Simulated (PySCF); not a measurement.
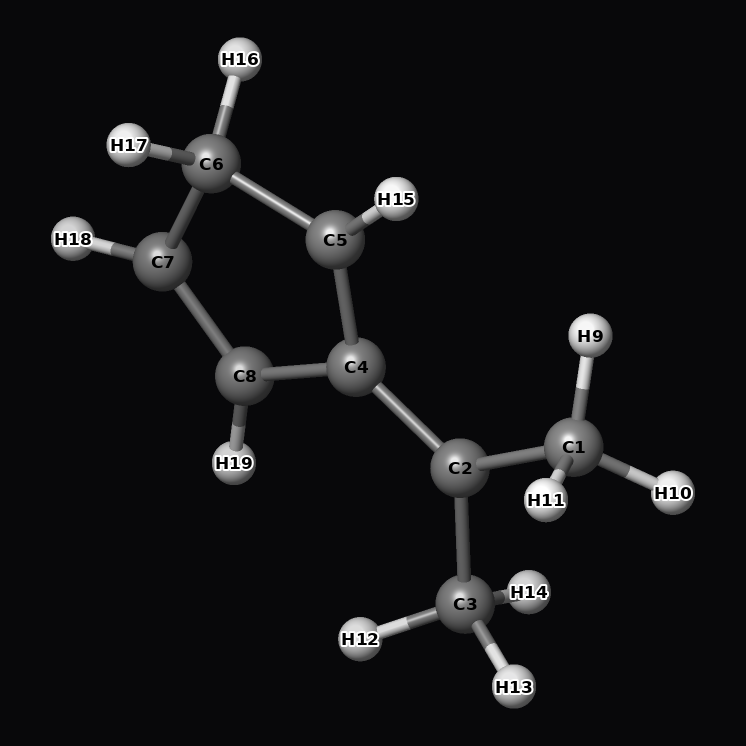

The species is neutral and a spin doublet. The geometry was computed by an optimisation with GFN2-xTB. No frequency run is at hand to confirm it as a minimum. Method: UKS B3LYP, pcH-1 on C H, non-relativistic (PySCF 2.14.0). Fermi-contact and spin-dipolar terms alone, no spin-orbit part.

Question: Which nucleus has the largest dipolar (anisotropic) hyperfine coupling?

Answer: 13C at C2: principal values −53.6, −52.3, 105.9 MHz.

List the isotropic and dipolar parts for the most strongly coupled nuclei, one of each equivalent set.

```json
{"atom": "C2", "isotope": "13C", "a_iso (MHz)": "59.4", "dipolar part (MHz)": "−53.6, −52.3, 105.9"}
{"atom": "C5", "isotope": "13C", "a_iso (MHz)": "54.1", "dipolar part (MHz)": "−50.3, −48.9, 99.2"}
{"atom": "C4", "isotope": "13C", "a_iso (MHz)": "−48.1", "dipolar part (MHz)": "−25.6, 9.8, 15.8"}
{"atom": "H15", "isotope": "1H", "a_iso (MHz)": "−39.1", "dipolar part (MHz)": "−21.8, −0.9, 22.7"}
{"atom": "C7", "isotope": "13C", "a_iso (MHz)": "−7.1", "dipolar part (MHz)": "−13.1, 5.8, 7.3"}
{"atom": "H14", "isotope": "1H", "a_iso (MHz)": "89.5", "dipolar part (MHz)": "−3.6, −2.5, 6.1"}
{"atom": "H17", "isotope": "1H", "a_iso (MHz)": "58.7", "dipolar part (MHz)": "−3.4, −2.6, 6.0"}
{"atom": "H16", "isotope": "1H", "a_iso (MHz)": "61.6", "dipolar part (MHz)": "−3.4, −2.5, 5.9"}
```
